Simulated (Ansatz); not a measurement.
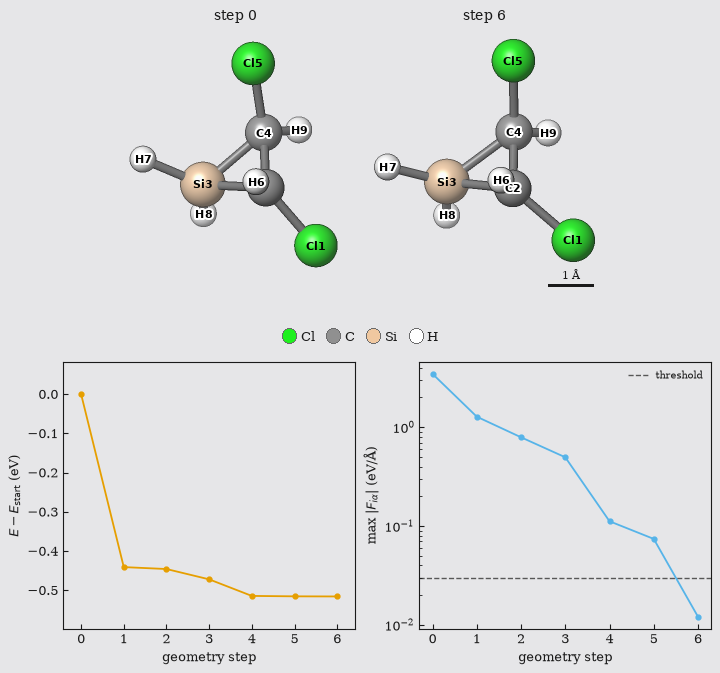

First and last geometry of a relaxation of C₂H₄Cl₂Si (coarse preliminary run), with the history of the run. A ball-and-stick model, seen at a tilt.

The start comes from a force field.

Computed with Ansatz 0.2.0, RKS PBE-D4/def2-SVP. (force threshold 0.03 eV/Å; at most 200 steps)

Question: What do the curves and the structures tell?

Answer: It converged. Cl5 moves most after the best rigid fit: 0.28 Å. Largest moves by element: Cl 0.28 Å, H 0.20 Å, Si 0.16 Å, C 0.06 Å. Among the contacts that change: Si3–C4 1.801 → 1.894 Å, C2–Si3 1.806 → 1.894 Å, C4–Cl5 1.702 → 1.780 Å, C4–H9 1.160 → 1.105 Å. Bond angles that change, for instance: Cl1–C2–Si3 115.8° → 126.5°, C4–Si3–H7 111.7° → 120.1°, Si3–C4–Cl5 122.4° → 126.5°. Over 6 geometry steps the energy falls by 0.516 eV. Largest force component: 3.5 eV/Å at the start, 0.012 eV/Å at the end. The run took 9.5 s on 4 threads of Arm Neoverse V1, with other jobs on the host.
